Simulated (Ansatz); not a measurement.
| atom | x (Å) | y (Å) | z (Å) |
| --- | --- | --- | --- |
| O | 0.0000 | 0.0000 | -0.1967 |
| Si | 0.0000 | 0.0000 | 1.3621 |
| H | 0.0000 | 0.0000 | -1.1654 |

Geometry: PBE0-D3(BJ)/def2-SVP.

Theory: isolated molecule in a Gaussian basis; Kohn-Sham density functional theory, functional PBE0 in Ansatz 0.2.0.

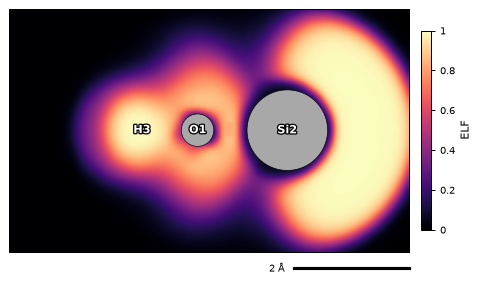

HOSi (charge +1). Electron localisation function on a plane that holds the molecular axis. Grey discs cover the atomic cores.

Question: Read the bonding off the picture.

Answer: Atoms in the plane: O, Si and H. Si–O (1.56 Å): the ELF peaks at about 0.85 between the atoms, as expected for a polar covalent bond. O–H (0.97 Å): the ELF climbs to about 1 towards the hydrogen, as it does in any bond to H: an ordinary covalent bond to hydrogen. The ELF also peaks beside Si2 and O1, away from the bonds: lone-pair regions.
